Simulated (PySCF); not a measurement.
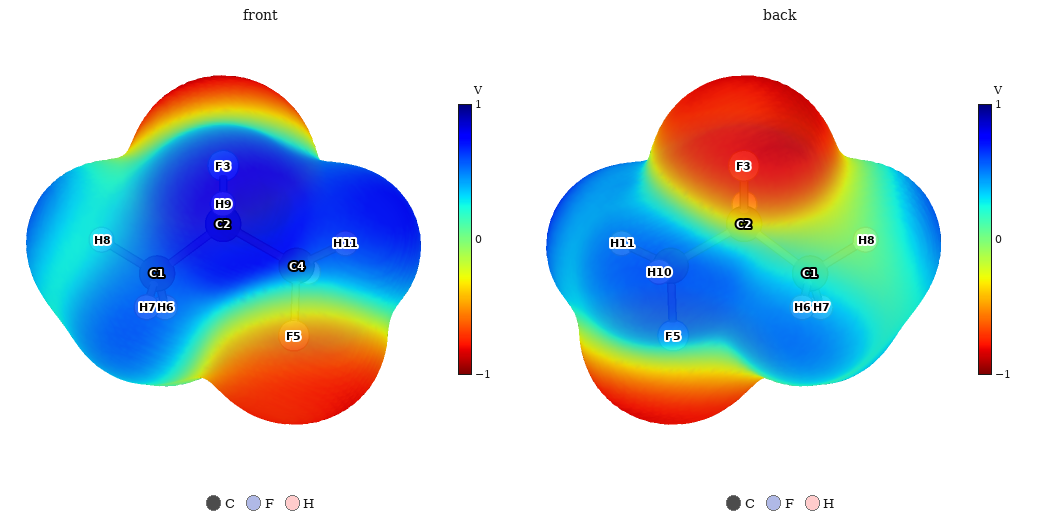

The picture shows: C3H6F2. The molecular electrostatic potential painted on the density surface at 0.001 e/bohr³, seen from the front and from behind; red is negative and blue positive.

Geometry: GFN2-xTB, MD frame at 250 fs, 300 K.

Theory: PySCF, PBE0/pcSseg-1, SCF density, gas phase, non-relativistic.

```xyz
11

C     0.7118   -1.0447    0.6609
C     0.0840    0.0858   -0.1570
F     0.1573    1.2812    0.5436
C    -1.4040   -0.1970   -0.4890
F    -1.6590   -1.5035   -0.7731
H     0.0513   -1.3627    1.4895
H     0.9223   -1.8552    0.0949
H     1.7554   -0.7298    1.1630
H     0.5786    0.1788   -1.1373
H    -1.9865    0.0105    0.3909
H    -1.8280    0.3088   -1.4253
```

Question: Describe the electrostatic potential map.

Answer: The most negative region (about −0.8 V) lies over F3 and F5, the most positive (about +0.8 V) over C4 and H9.
